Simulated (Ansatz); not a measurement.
System: FH₅W···PH₃.

Input file:

```
crystal:
  periodic: [false, false, false]
  atoms:
    - { symbol: W, position_ang: [-0.045562, -0.060621, 0.133871] }
    - { symbol: F, position_ang: [-0.208129, -0.020497, 1.971794] }
    - { symbol: H, position_ang: [1.43356, 0.205873, -0.604853] }
    - { symbol: H, position_ang: [0.120504, 1.389467, -0.693035] }
    - { symbol: H, position_ang: [-1.412533, 0.485351, -0.66939] }
    - { symbol: H, position_ang: [0.750459, -1.412261, -0.457212] }
    - { symbol: H, position_ang: [-1.032593, -1.240029, -0.535008] }
    - { symbol: P, position_ang: [2.384955, 2.147244, 1.725368] }
    - { symbol: H, position_ang: [2.871921, 0.905619, 1.211891] }
    - { symbol: H, position_ang: [1.841349, 2.570442, 0.476064] }
    - { symbol: H, position_ang: [1.165169, 1.588012, 2.196711] }
basis:
  gaussian: { orbitals: def2-SVP }
hamiltonian:
  xc: pbe0
relax:
  f_tol: 0.03
  max_steps: 50
output:
  orbitals: {}
```

Command:

```sh
ansatz run input.yaml --threads 2 --pin off --max-ram 3072MiB --backend cpu --events-out ev --progress --plain --runs-dir out
```

The fields are those of the run's last geometry, not of the input's.

Core potentials replace the inner electrons of W.

Method: RKS PBE0/def2-SVP (Ansatz 0.2.0).

What can the converged electron density and electron localisation function tell about the bonding?

Answer. W–F (1.83 Å): the density is about 1.1 e/Å³ at the midpoint; the ELF peaks at about 0.85 in the valence shell of F, 0.5 Å from its nucleus, and drops to about 0.25 between the two atoms.
W–H (1.68 Å): ρ is about 1.6 e/Å³ halfway; the ELF climbs to about 1 towards the hydrogen.

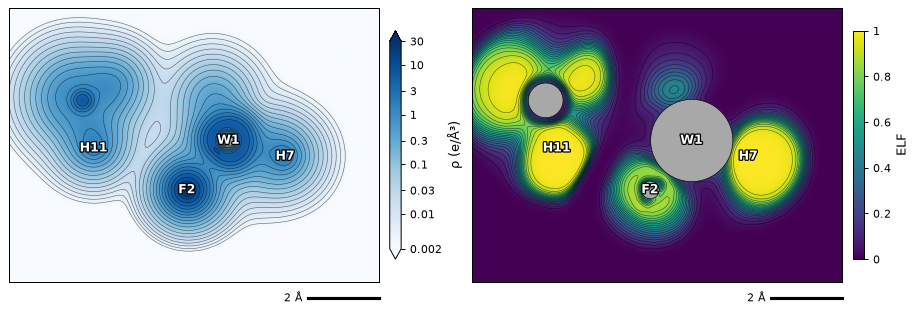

Computed electron density and electron localisation function on the plane of atoms F2, W1 and H7, in this order. Grey discs cover the atomic cores in the ELF map. 
